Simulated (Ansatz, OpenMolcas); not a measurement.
**CH5BN2 (SMILES NC1BN1): the energy, rung by rung**

CH5BN2 has 9 atoms, charge 0, and is taken as a singlet. SMILES: `NC1BN1`. The shape is that of a PBE0-D4/def2-TZVP optimisation. This is one conformer, not always the lowest.

```xyz
9

N     0.1429    1.1944   -0.6406
C    -0.3642   -0.0772   -0.2223
B     0.5912   -1.1941    0.3032
N    -0.1305   -0.4699    1.1715
H     0.7840    1.1174   -1.4170
H    -0.5899    1.8426   -0.8924
H    -1.3664   -0.3172   -0.5827
H     1.4142   -2.0390    0.1947
H    -0.3928   -0.1032    2.0683
```

Each level gives the energy change with the N1–H6 bond stretched from 1.010 to 1.313 Å (eV). The values are calculated.

```
                         level                    kind     program  value (eV)  CPU time (all runs)
     BLYP/cc-pVDZ (restricted)                     GGA      Ansatz        0.92                7.9 s
    B3LYP/cc-pVDZ (restricted)           global hybrid      Ansatz        1.04                8.6 s
   M06-2X/cc-pVDZ (restricted)         hybrid meta-GGA  OpenMolcas        1.11              1.7 min
  r2SCAN0/cc-pVDZ (restricted)         hybrid meta-GGA      Ansatz        1.16                 16 s
CAM-B3LYP/cc-pVDZ (restricted)  range-separated hybrid      Ansatz        1.09                9.5 s
  wB97M-V/cc-pVDZ (restricted)  range-separated hybrid      Ansatz        1.10                 83 s
    wB97X/cc-pVDZ (restricted)  range-separated hybrid      Ansatz        1.13                 33 s
  RPA@PBE/cc-pVDZ (restricted)                     RPA      Ansatz        0.98                 18 s
```

The first shape isn't each level's own minimum. The values span 0.92 to 1.16 eV. CPU times are rough (shared hosts, several kinds of processor and program).

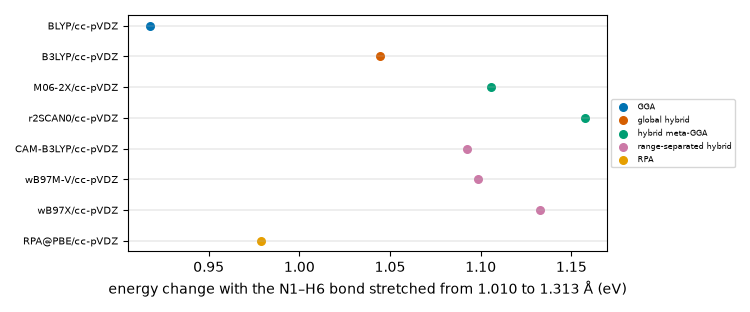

The values of the table, level by level.
